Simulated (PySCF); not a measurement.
Molecule: SMILES OB(O)I (H₂BIO₂). Atoms near the plane z = 0.0 Å, at the PBE0/def2-SVP optimised geometry (x, y, z in Å): B1 (-0.3, 0.0, 0.0), I2 (-1.4, 1.9, 0.0), O3 (-1.0, -1.1, 0.0), H4 (-0.4, -1.9, 0.0), O5 (1.0, 0.0, 0.0), H6 (1.4, 0.9, 0.0).

Computed with PBE0/def2-TZVP, def2 effective core potentials past Kr run with PySCF. The core electrons that the potentials of I replace are not part of the density. Cells within 0.4 Å of a nucleus heavier than hydrogen are left out (blank, or x). The values are rescaled to run from 0 to 1.

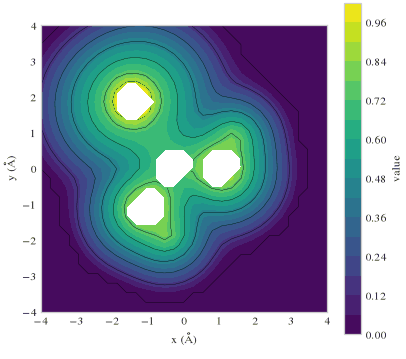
a field on the plane z = 0.0 Å.

Question: Which quantity is mapped?
(A) an orbital amplitude
(B) electron localisation function
(C) log10 of the electron density
(D) deformation density (molecule minus spherical neutral atoms)

Answer: C, log10 of the electron density. In full: log10 of the electron density (e/bohr³), floored at −4.
